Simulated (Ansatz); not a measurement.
# Lattice dynamics of WS2 monolayer (2H)

How does WS2 monolayer (2H) vibrate, and is this structure a minimum?

Calculated with Ansatz 0.2.0; DFT PBEsol, scalar-relativistic, plane waves, PAW.

### Step 1. Starting point

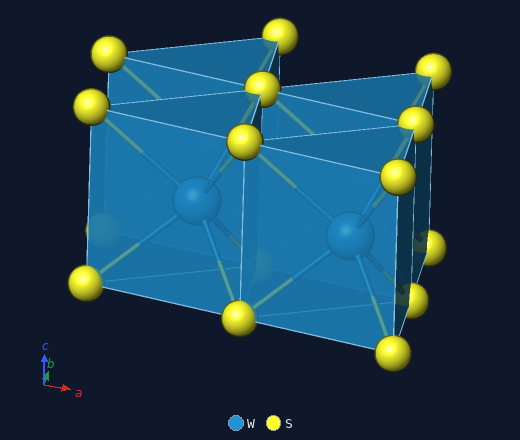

The starting structure, seen slightly off an axis (tungsten blue, sulfur yellow). 2×2×1 cells are drawn. Some periodic images of atoms are drawn too.

The cell holds 3 atoms: 1 W and 2 S. Cell: a = 3.170 Å, b = 3.170 Å, c = 20.000 Å, α = 90.0°, β = 90.0°, γ = 120.0°. Vacuum lies along c.

### Step 2. Relaxation

Harmonic phonons are second derivatives at a point where the forces vanish, and they are wanted at zero stress, so atoms and cell are relaxed first.

The program solves this slab on a cell height of its own, 30.0 Å, in place of the one typed.

input.yaml reads:

```yaml
crystal:
  lattice:
    - [3.17, 0.0, 0.0]
    - [-1.585, 2.7453, 0.0]
    - [0.0, 0.0, 20.0]
  atoms:
    - { symbol: W, position: [0.333333, 0.666667, 0.5] }
    - { symbol: S, position: [0.666667, 0.333333, 0.5775] }
    - { symbol: S, position: [0.666667, 0.333333, 0.4225] }
  periodic: [true, true, false]
kpoints:
  mp_grid: { grid: [12, 12, 1] }
hamiltonian:
  xc: pbesol
scf:
  occupations: { method: gaussian, width: 0.02 }
output:
  forces: true
  stress: true
  eigenvalues: true
relax:
  adjacent_minimum: "off"
  f_tol: 0.005
  max_steps: 80
  cell: { stress_2d_tol: 0.02 }
```

The run is started by

```bash
$ ansatz run input.yaml --threads 8 --pin off --max-ram 14336MiB --backend cpu --events-out ev --progress --plain --runs-dir out
```

Numbers of over 12 decimals in the logs are rounded to 6 here.

The log of the run:

```text
Warning: crystal.periodic: the lattice vector that does not repeat stood 0.000° off the slab's normal, 20.000 Å along it as the deck builds it. The run solves the slab on a vector along the normal, 30.000 Å long, with every atom where it was (on the deck's vector they left 16.90 Å outside them, and the widest stretch free of ions among them is 1.55 Å). A fractional position that the run reports is one of the run's ce [...]
Warning: the atoms were moved onto the symmetric positions of the space group found under crystal.symmetry.tolerance 1.0e-5 (fractional; no operation is sought that the atoms, as they stand in a round, miss by more than twice it, and no atom is moved by as much as it), and the run uses the moved positions. Before a round's move an operation carried an atom to 4.23e-6 Å from where it should land, the largest such dist [...]
crystal.periodic: the lattice vector that does not repeat stood 0.000° off the slab's normal, 20.000 Å along it as the deck builds it. The run solves the slab on a vector along the normal, 30.000 Å long, with every atom where it was (on the deck's vector they left 16.90 Å outside them, and the widest stretch free of ions among them is 1.55 Å). A fractional position that the run reports is one of the run's cell, which [...]
Engine: ansatz 0.2.0, aarch64-unknown-linux-gnu
Pseudopotentials: kind: paw
Pseudopotential: W, paw, valence charge 14, recommended cutoff 420 eV (normal), W.paw.azcp
Pseudopotential: S, paw, valence charge 6, recommended cutoff 420 eV (normal), S.paw.azcp
Functional definition: PBEsol
  exchange = pbesol_x
  correlation = pbesol_c
Crystal: 3 atoms, lattice volume = 261.078 Å³
Basis set: ecut = 420 eV, 5057 PW (Γ), exchange–correlation on 48×48×432 points (8 copies of the dense FFT grid, shifted against one another)
Bands: 17, of which v1, the nominal top of the filled ones, is band 13 counted from 1 (12 counted from 0)
Symmetry: 12 space group operations
Space group: P-6m2 (ITA 187), of the structure as read, at distance tolerance 6.4e-5 Å
k-points: 19 of 144 (time reversal used)
Non-local potential: W, projectors of the file, l = 0: 3, l = 1: 2, l = 2: 2, l = 3: 1
Non-local potential: S, projectors of the file, l = 0: 2, l = 1: 2, l = 2: 2
PAW form: soft (Blöchl's): semilocal exchange-correlation on the pseudo side does not see the compensation charge
PAW frozen core: W, regenerated for the run's functional, and the local potential with it (the file was generated under x = pbe(κ = 0.804, μ = 0.219515), c = pbe(β = 0.066725))
PAW frozen core: S, regenerated for the run's functional, and the local potential with it (the file was generated under x = pbe(κ = 0.804, μ = 0.219515), c = pbe(β = 0.066725))
PAW one-centre angular grid: W, 590 points (default); XC on 64 Gauss nodes
PAW one-centre angular grid: S, 110 points (default); XC on 64 Gauss nodes
Initial density: superposition of atomic densities (neutral atoms: chi_scale 0, normalization atom), corrected by the library's trained network
Initial wavefunctions: pseudopotential atomic-orbital guess
Functional: x = pbesol(κ = 0.804, μ = 0.123457), c = pbesol(β = 0.046)
SCF iter   1: F=—  HF=-12029.055658 eV  |F-HF|=—  |Δ(HF+E_count)|=         —  Δρ=4.29e-3  dr2=1.14e-1  ethr=1.77e-3  ⟨swp⟩=16.2  Hψ=3391  notcnv=0
preconditioner: auto → none  [insulator: Δε(μ)=1.680 eV  Ē_g=8.757 eV  σ=0.020 eV  W_gap=1.00  n_scr=16 (ndim 8)  ℏωp=9.8 eV  f_vac=0.766  D(μ)=0.00/eV (n_scr^D=0)  ε∞_Penn≈2.2]
SCF iter   2: F=—  HF=-12029.105090 eV  |F-HF|=—  |Δ(HF+E_count)|=   4.94e-2  Δρ=6.20e-3  dr2=3.71e-1  ethr=4.40e-4  ⟨swp⟩=5.0  Hψ=1083  notcnv=0  recentre
SCF iter   3: F=—  HF=-12029.043953 eV  |F-HF|=—  |Δ(HF+E_count)|=   6.11e-2  Δρ=1.48e-3  dr2=3.84e-3  ethr=4.40e-4  ⟨swp⟩=3.8  Hψ=666  notcnv=0
SCF iter   4: F=—  HF=-12029.047308 eV  |F-HF|=—  |Δ(HF+E_count)|=   3.36e-3  Δρ=3.92e-4  dr2=3.11e-4  ethr=1.48e-5  ⟨swp⟩=4.1  Hψ=1066  notcnv=0
SCF iter   5: F=—  HF=-12029.047445 eV  |F-HF|=—  |Δ(HF+E_count)|=   1.36e-4  Δρ=1.49e-4  dr2=3.25e-5  ethr=1.20e-6  ⟨swp⟩=3.4  Hψ=701  notcnv=0
SCF iter   6: F=—  HF=-12029.047468 eV  |F-HF|=—  |Δ(HF+E_count)|=   2.37e-5  Δρ=3.67e-5  dr2=4.30e-6  ethr=1.25e-7  ⟨swp⟩=3.3  Hψ=700  notcnv=0
SCF iter   7: F=—  HF=-12029.047467 eV  |F-HF|=—  |Δ(HF+E_count)|=   1.03e-6  Δρ=1.14e-5  dr2=3.49e-7  ethr=1.65e-8  ⟨swp⟩=3.7  Hψ=739  notcnv=0
SCF iter   8: F=-12029.047467 eV  HF=-12029.047467 eV  |F-HF|=8.06e-9  |Δ(HF+E_count)|=   8.85e-8  Δρ=2.19e-6  dr2=1.45e-8  ethr=3.85e-10  ⟨swp⟩=12.1  Hψ=2258  notcnv=0
SCF 1 converged in 8 iterations: F = -12029.047467 eV  dr2 = 1.45e-8
  greatest PAW one-centre occupation: 1.000 electrons in one spin orbital (limit 2), on the W atom at site 0 (counted from 0), in its partial waves of l = 0
relax step   1: F+E_penalty+E_count = -12029.04746724 eV  Δ(F+E_penalty+E_count) = +0.000e0 eV  max|allowed force component| = 1.647e-1 eV/Å  Δτ_max = 0.0000 Å  P = -1.048 N/m  Ω = 261.078 Å³  fix = [c, alpha, beta]  reactions: c -0.000 N/m  (8 SCF iters, dr2 threshold 1.00e-7 eV, accepted)
Crystal: 3 atoms, lattice volume = 254.462 Å³
Basis set: ecut = 420 eV, 4925 PW (Γ), exchange–correlation on 48×48×432 points (8 copies of the dense FFT grid, shifted against one another)
Initial density: handed on by an earlier stage of this run
Initial wavefunctions: those handed on with the density
iter 1 solved again at ethr=2.04e-5 eV; its pass at ethr=3.10e-3 eV (dr2=5.31e-3 eV) is discarded
SCF iter   1: F=—  HF=-12029.051440 eV  |F-HF|=—  |Δ(HF+E_count)|=         —  Δρ=1.21e-3  dr2=5.51e-3  ethr=2.04e-5  ⟨swp⟩=4.4  Hψ=3534  notcnv=0
preconditioner: auto → none  [insulator: Δε(μ)=1.968 eV  Ē_g=8.851 eV  σ=0.020 eV  W_gap=1.00  n_scr=16 (ndim 8)  ℏωp=9.9 eV  f_vac=0.764  D(μ)=0.00/eV (n_scr^D=0)  ε∞_Penn≈2.2]
SCF iter   2: F=—  HF=-12029.051122 eV  |F-HF|=—  |Δ(HF+E_count)|=   3.18e-4  Δρ=9.85e-4  dr2=7.65e-3  ethr=2.04e-5  ⟨swp⟩=3.5  Hψ=718  notcnv=0
SCF iter   3: F=—  HF=-12029.050238 eV  |F-HF|=—  |Δ(HF+E_count)|=   8.84e-4  Δρ=5.37e-4  dr2=1.85e-3  ethr=2.04e-5  ⟨swp⟩=3.1  Hψ=699  notcnv=0
SCF iter   4: F=—  HF=-12029.049947 eV  |F-HF|=—  |Δ(HF+E_count)|=   2.91e-4  Δρ=2.49e-4  dr2=2.28e-4  ethr=7.13e-6  ⟨swp⟩=2.2  Hψ=421  notcnv=0
SCF iter   5: F=—  HF=-12029.049905 eV  |F-HF|=—  |Δ(HF+E_count)|=   4.17e-5  Δρ=5.36e-5  dr2=5.11e-6  ethr=8.76e-7  ⟨swp⟩=3.1  Hψ=573  notcnv=0
SCF iter   6: F=—  HF=-12029.049906 eV  |F-HF|=—  |Δ(HF+E_count)|=   1.39e-6  Δρ=1.56e-5  dr2=9.01e-7  ethr=1.97e-8  ⟨swp⟩=3.4  Hψ=740  notcnv=0
SCF iter   7: F=-12029.049906 eV  HF=-12029.049906 eV  |F-HF|=2.80e-8  |Δ(HF+E_count)|=   1.07e-7  Δρ=4.41e-6  dr2=4.63e-8  ethr=1.15e-9  ⟨swp⟩=11.8  Hψ=2160  notcnv=0
SCF 2 converged in 7 iterations: F = -12029.049906 eV  dr2 = 4.63e-8
relax step   2: F+E_penalty+E_count = -12029.04990618 eV  Δ(F+E_penalty+E_count) = -2.439e-3 eV  max|allowed force component| = 2.152e-1 eV/Å  Δτ_max = 0.0334 Å  P = +0.504 N/m  Ω = 254.462 Å³  energy of the carried Pulay correction = +2.204e-4 eV  fix = [c, alpha, beta]  reactions: c +0.000 N/m  (7 SCF iters, dr2 threshold 3.00e-7 eV, accepted)
Crystal: 3 atoms, lattice volume = 257.195 Å³
Basis set: ecut = 420 eV, 4961 PW (Γ), exchange–correlation on 48×48×432 points (8 copies of the dense FFT grid, shifted against one another)
iter 1 solved again at ethr=4.18e-6 eV; its pass at ethr=3.10e-3 eV (dr2=1.09e-3 eV) is discarded
SCF iter   1: F=—  HF=-12029.055054 eV  |F-HF|=—  |Δ(HF+E_count)|=         —  Δρ=5.77e-4  dr2=9.50e-4  ethr=4.18e-6  ⟨swp⟩=4.2  Hψ=3420  notcnv=0
preconditioner: auto → none  [insulator: Δε(μ)=1.929 eV  Ē_g=8.846 eV  σ=0.020 eV  W_gap=1.00  n_scr=16 (ndim 8)  ℏωp=9.8 eV  f_vac=0.766  D(μ)=0.00/eV (n_scr^D=0)  ε∞_Penn≈2.2]
SCF iter   2: F=—  HF=-12029.054861 eV  |F-HF|=—  |Δ(HF+E_count)|=   1.93e-4  Δρ=3.28e-4  dr2=5.96e-4  ethr=3.65e-6  ⟨swp⟩=2.6  Hψ=487  notcnv=0
SCF iter   3: F=—  HF=-12029.054873 eV  |F-HF|=—  |Δ(HF+E_count)|=   1.24e-5  Δρ=2.73e-4  dr2=6.61e-4  ethr=2.29e-6  ⟨swp⟩=3.0  Hψ=621  notcnv=0
SCF iter   4: F=—  HF=-12029.054761 eV  |F-HF|=—  |Δ(HF+E_count)|=   1.12e-4  Δρ=8.76e-5  dr2=8.71e-6  ethr=2.29e-6  ⟨swp⟩=2.3  Hψ=432  notcnv=0
SCF iter   5: F=—  HF=-12029.054750 eV  |F-HF|=—  |Δ(HF+E_count)|=   1.13e-5  Δρ=2.18e-5  dr2=1.93e-6  ethr=3.35e-8  ⟨swp⟩=3.6  Hψ=803  notcnv=0
SCF iter   6: F=-12029.054750 eV  HF=-12029.054750 eV  |F-HF|=2.46e-7  |Δ(HF+E_count)|=   2.64e-7  Δρ=6.37e-6  dr2=2.71e-7  ethr=1.15e-9  ⟨swp⟩=9.2  Hψ=2347  notcnv=0
SCF 3 converged in 6 iterations: F = -12029.054750 eV  dr2 = 2.71e-7
relax step   3: F+E_penalty+E_count = -12029.05474970 eV  Δ(F+E_penalty+E_count) = -4.844e-3 eV  max|allowed force component| = 1.011e-2 eV/Å  Δτ_max = 0.0163 Å  P = -0.058 N/m  Ω = 257.195 Å³  energy of the carried Pulay correction = +1.287e-4 eV  fix = [c, alpha, beta]  reactions: c -0.000 N/m  (6 SCF iters, dr2 threshold 3.00e-7 eV, accepted)
[...]
relax step   4: F+E_penalty+E_count = -12029.05476185 eV  Δ(F+E_penalty+E_count) = -1.215e-5 eV  max|allowed force component| = 1.278e-3 eV/Å  Δτ_max = 0.0002 Å  P = -0.008 N/m  Ω = 257.107 Å³  energy of the carried Pulay correction = +1.316e-4 eV  fix = [c, alpha, beta]  reactions: c -0.000 N/m  (4 SCF iters, dr2 threshold 6.38e-9 eV, accepted)
Initial wavefunctions: pseudopotential atomic-orbital guess (no wavefunctions were taken with the density)
iter 1 solved again at ethr=1.91e-7 eV; its pass at ethr=3.10e-3 eV (dr2=4.97e-5 eV) is discarded
SCF iter   1: F=—  HF=-12029.054657 eV  |F-HF|=—  |Δ(HF+E_count)|=         —  Δρ=1.01e-5  dr2=4.28e-8  ethr=1.91e-7  ⟨swp⟩=6.7  Hψ=5112  notcnv=0
preconditioner: auto → none  [insulator: Δε(μ)=1.936 eV  Ē_g=8.852 eV  σ=0.020 eV  W_gap=1.00  n_scr=16 (ndim 8)  ℏωp=9.8 eV  f_vac=0.766  D(μ)=0.00/eV (n_scr^D=0)  ε∞_Penn≈2.2]
SCF iter   2: F=—  HF=-12029.054639 eV  |F-HF|=—  |Δ(HF+E_count)|=   1.81e-5  Δρ=5.19e-6  dr2=2.11e-8  ethr=1.65e-10  ⟨swp⟩=5.1  Hψ=1052  notcnv=0
SCF iter   3: F=—  HF=-12029.054639 eV  |F-HF|=—  |Δ(HF+E_count)|=   1.10e-8  Δρ=3.29e-6  dr2=6.94e-8  ethr=8.12e-11  ⟨swp⟩=3.5  Hψ=650  notcnv=0  recentre
SCF iter   4: F=—  HF=-12029.054639 eV  |F-HF|=—  |Δ(HF+E_count)|=   9.85e-9  Δρ=4.29e-7  dr2=2.62e-10  ethr=8.12e-11  ⟨swp⟩=2.6  Hψ=562  notcnv=0
SCF iter   5: F=—  HF=-12029.054639 eV  |F-HF|=—  |Δ(HF+E_count)|=  1.64e-11  Δρ=2.30e-7  dr2=4.36e-11  ethr=1.01e-12  ⟨swp⟩=3.9  Hψ=771  notcnv=0
SCF iter   6: F=—  HF=-12029.054639 eV  |F-HF|=—  |Δ(HF+E_count)|=  4.37e-11  Δρ=5.00e-8  dr2=3.43e-12  ethr=1.00e-12  ⟨swp⟩=11.9  Hψ=2770  notcnv=0
SCF iter   7: F=-12029.054639 eV  HF=-12029.054639 eV  |F-HF|=9.09e-12  |Δ(HF+E_count)|=  2.91e-11  Δρ=1.75e-8  dr2=5.58e-13  ethr=1.00e-12  ⟨swp⟩=8.2  Hψ=1722  notcnv=0
SCF 5 converged in 7 iterations: F = -12029.054639 eV  dr2 = 5.58e-13
relax step   5: F+E_penalty+E_count = -12029.05463893 eV  Δ(F+E_penalty+E_count) = +1.229e-4 eV  max|allowed force component| = 1.196e-3 eV/Å  Δτ_max = 0.0000 Å  P = -0.009 N/m  Ω = 257.107 Å³  fix = [c, alpha, beta]  reactions: c -0.000 N/m  stress off target by 8.89e-3 N/m on what of the cell is left free  SCF on the basis re-selected at this cell (its energy is not comparable with the rows above)  (7 SCF iters)
basis re-selected at this cell: Δ(F+E_penalty+E_count) = +1.229e-4 eV, ΔP = -0.001 N/m vs the last step (what re-selecting the basis moved, of the pressure what is left beyond the Pulay correction that the steps carried, after the strain that the cell walked since its last selection, with what the two solves' SCF thresholds leave and, on support functions, any second-order correction that the steps lacked; it is no m [...]
SCF converged after 7 iterations
Free energy (F): -12029.054639 eV
Harris-Foulkes:  -12029.054639 eV  (|F-HF|=9.09e-12)
Internal energy: -12029.054639 eV  (E = F + TS)
E sigma→0 (E₀):  -12029.054639 eV
Fermi energy:    -4.771863 eV
--- Per-component energies (eV) ---
  E_band       = -623.232926
  E_kinetic    = 666.954156
  E_local      = -44889.413148  (includes V_loc(G=0)·N_el)
  E_nonlocal   = 60.299415
  E_hartree    = 22045.607506
  E_xc         = -458.640477
  E_vxc        = -414.866274  (∫ρ·V_xc dr)
  E_paw        = -9604.534170  (= ΣΔE_a)
  E_vpaw       = -137.422034  (= ΣTr[D̂ρ^β])
  E_aug_tail   = -0.000066  (compensation charges beyond the density's cutoff)
  E_ewald      = 20150.326453
  E_core_change = 0.345691  (= ΣΔE_core)
  E_smearing   = -0.000000  (= −TS)
  E_closure    = 0.000000  (closes the sum)
  Σ components = -12029.054639   (vs F -12029.054639, Δ=0.00e0)
--- Forces (eV/Å), atoms counted from 1 ---
  atom   1  W     -0.00000000     0.00000000    -0.00000000
  atom   2  S      0.00000000    -0.00000000    -0.00119617
  atom   3  S     -0.00000000    -0.00000000     0.00119617
  max |Σ_I F_I| component: 1.16e-17 eV/Å
--- 2D stress c σ (N/m, compression-positive) ---
       -0.008894       0.000000       0.000000
        0.000000      -0.008894      -0.000000
        0.000000      -0.000000      -0.000000
  P = ½ c Tr σ = -0.0089 N/m
--- Band table (eV; the first three rows and the last of 19) ---
  k-point 0: bands = [... 9 lower, -7.9207, -7.3089, -7.3089, -5.8653, -2.7497, -2.7497, -2.5722, -2.5722]
  k-point 1: bands = [... 9 lower, -8.3145, -7.4983, -7.1240, -5.9143, -2.8852, -2.8608, -2.6829, -2.5259]
  k-point 2: bands = [... 9 lower, -8.1454, -7.9378, -7.1262, -6.1606, -3.3445, -2.9209, -2.8564, -2.0160]
  k-point 18: bands = [... 9 lower, -9.6373, -9.0473, -8.1385, -5.7399, -3.8039, -2.4360, -1.5754, 0.0261]
--- Relaxed structure (4 steps of the walk, 4 accepted, 1 SCFs on fresh bases) ---
  F+E_penalty+E_count = -12029.05463893 eV   max|allowed force component| = 1.196e-3 eV/Å   (the final SCF, on the basis selected at the relaxed cell)
  cell:  # Å, volume = 257.1069 Å³
    - [3.145798, 0.0, 0]
    - [-1.572899, 2.724341, 0]
    - [0, 0, 30.0]
  atoms:
    - { symbol: W, position: [0.333333, 0.666667, 0.333333] }
    - { symbol: S, position: [0.666667, 0.333333, 0.385562] }
    - { symbol: S, position: [0.666667, 0.333333, 0.281105] }
```

Wall time 8.1 s (8 threads of Arm Neoverse V1, shared host); peak memory 0.68 GiB.

Step by step:

```
step  energy less that of the first step (eV)  largest force component (eV/Å)  volume (Å³)
   1                                   0.0000                          0.1647       261.08
   2                                  -0.0024                          0.2152       254.46
   3                                  -0.0073                          0.0101       257.19
   4                                  -0.0073                          0.0013       257.11
  5*                                  -0.0072                          0.0012       257.11
```

Relaxation steps marked * repeat the geometry before them on a plane-wave basis chosen anew for their cell, so energy and pressure can jump there.

The run keeps the 12 symmetry operations that it works with, so distortions that break them were not tested.

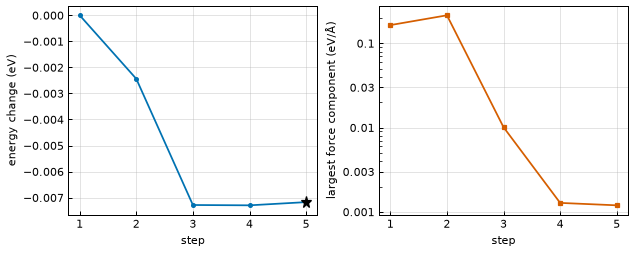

Energy and largest force along the relaxation. Stars mark steps on a basis chosen anew.

```
cell as run  before  after  change
      a (Å)   3.170  3.146  -0.8 %
      b (Å)   3.170  3.146  -0.8 %
```

The atoms that moved most (Å, along periodic axes as changes of fractional coordinates times the final cell, across vacuum about the mean position):

```
atom     dx     dy      dz  length
  S2  0.000  0.000   0.017   0.017
  S3  0.000  0.000  -0.017   0.017
```

Final coordinates:

```cif
data_structure
_symmetry_space_group_name_H-M 'P 1'
_symmetry_Int_Tables_number 1
_cell_length_a 3.1458
_cell_length_b 3.1458
_cell_length_c 30.0000
_cell_angle_alpha 90.000
_cell_angle_beta 90.000
_cell_angle_gamma 120.000
_cell_volume 257.11
loop_
_atom_site_label
_atom_site_type_symbol
_atom_site_fract_x
_atom_site_fract_y
_atom_site_fract_z
_atom_site_occupancy
W1 W 0.33333 0.66667 0.33333 1
S2 S 0.66667 0.33333 0.38556 1
S3 S 0.66667 0.33333 0.28110 1
```

This step gave:

```
gap on the k-mesh  : 1.936 eV
direct gap on mesh : 1.936 eV
area per atom      : 2.857 Å²
```

The relaxation ends with a largest force component of 0.0012 eV/Å.

### Step 3. Bringing the structure to rest

The relaxation is repeated from its end on the same settings, as a check that it has come to rest.

input.yaml, the sections that differ from step 2:

```yaml
crystal:
  lattice:
    - [3.145798392, 0.0, 0.0]
    - [-1.572899196, 2.7243413227, 0.0]
    - [0.0, 0.0, 30.0]
  atoms:
    - { symbol: W, position: [0.3333333333, 0.6666666667, 0.3333333333] }
    - { symbol: S, position: [0.6666666667, 0.3333333333, 0.3855617521] }
    - { symbol: S, position: [0.6666666667, 0.3333333333, 0.2811049146] }
  periodic: [true, true, false]
output:
  forces: true
  stress: true
  eigenvalues: true
  write_density: true
  write_potential: true
  elf: true
  volumetric_format: npy
# kpoints, hamiltonian, scf, relax: as in step 2
```

The log of the run:

```text
[...]
Crystal: 3 atoms, lattice volume = 257.107 Å³
Basis set: ecut = 420 eV, 4961 PW (Γ), exchange–correlation on 48×48×432 points (8 copies of the dense FFT grid, shifted against one another)
Bands: 17, of which v1, the nominal top of the filled ones, is band 13 counted from 1 (12 counted from 0)
Symmetry: 12 space group operations
[...]
--- Relaxed structure (1 steps of the walk, 1 accepted, 1 SCFs on fresh bases) ---
[...]
cell:  # Å, volume = 257.1069 Å³
    - [3.145798, 0.0, 0.0]
    - [-1.572899, 2.724341, 0.0]
    - [0.0, 0.0, 30.0]
  atoms:
    - { symbol: W, position: [0.333333, 0.666667, 0.333333] }
    - { symbol: S, position: [0.666667, 0.333333, 0.385562] }
    - { symbol: S, position: [0.666667, 0.333333, 0.281105] }
[key lines of the parts left out:]
SCF converged after 6 iterations
Free energy (F): -12029.054639 eV
Fermi energy:    -4.771863 eV
P = ½ c Tr σ = -0.0089 N/m
```

Wall time 4.3 s (8 threads); peak memory 0.66 GiB.

Little changed from the start: no atom moved by 0.005 Å and no cell edge by 0.1 %.

(Part 1 of 3 ends here.)

[Logs are printed without paths, hosts, clocks, repeated set-up lines and the standing remarks that a program may print on its own settings, such as how far it seeks lower states.]

[Hosts, paths, dates, database ids (printed as entryN), source tags and the programs' standing remarks are cut or masked in the printed files.]
